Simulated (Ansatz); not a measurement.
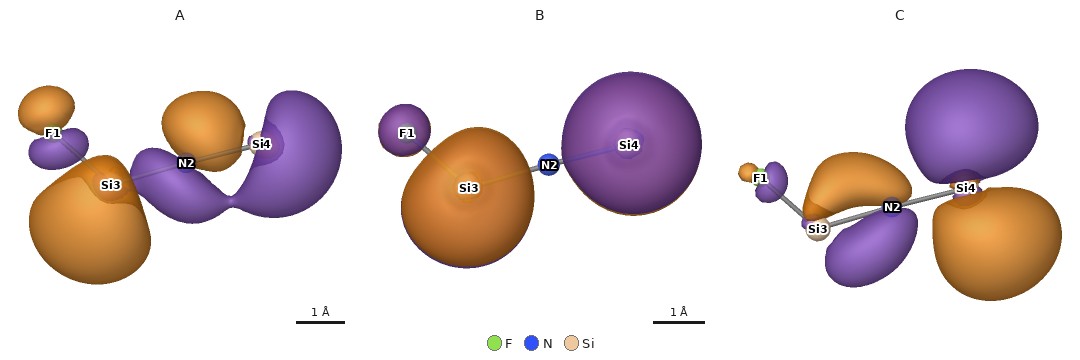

*FNSi$_{2}$ (SMILES F[Si][N][Si]) (triplet). Three frontier orbitals at ±0.08 Å⁻³ᐟ² (orange and purple are the two phases), in no order.*

Geometry: B3LYP-D3(BJ)/6-311G**.

Theory: isolated molecule in a Gaussian basis; Kohn-Sham density functional theory, functional PBE0 (Ansatz 0.2.0).

Input file:

```
basis:
  gaussian:
    orbitals: def2-TZVPD
crystal:
  periodic: [false, false, false]
  atoms:
    - symbol: F
      position_ang: [-0.581670, 0.254885, -1.687785]
    - symbol: "N"
      position_ang: [1.473233, -1.172885, -0.307859]
    - symbol: Si
      position_ang: [-0.040116, -0.559270, -0.386887]
    - symbol: Si
      position_ang: [2.968839, -1.805933, -0.172758]
magnetization:
  spin_polarized: true
  initial_magnetization: 2
hamiltonian:
  xc: {name: PBE0}
output:
  forces: true
  orbitals: {seedname: orbitals}
```

Run with:

```sh
ansatz run input.yaml --threads 1 --pin off --max-ram 2610MiB --events-out events.jsonl --progress --plain --runs-dir runs
```

Which picture is the HOMO−1, the HOMO and the LUMO? All are α orbitals.

A is the HOMO−1 (α) (−8.01 eV). Its weight (Hirshfeld) is mainly on Si3 (about 50 %), N2 (about 20 %), Si4 (about 20 %) and F1 (about 5 %); it is symmetric in the molecular plane (an in-plane orbital: σ, lone-pair or in-plane π type). B is the HOMO (α) (−4.66 eV). It lies mainly on Si4 (about 45 %) and Si3 (about 45 %); it changes sign across the molecular plane (π type). C is the LUMO (α) (−2.16 eV). By Hirshfeld shares it lies mainly on Si4 (about 80 %), N2 (about 10 %) and Si3 (about 10 %); it is symmetric in the molecular plane (an in-plane orbital: σ, lone-pair or in-plane π type).

What is the gap between the highest occupied and lowest empty α orbitals?

2.50 eV between the orbital energies.
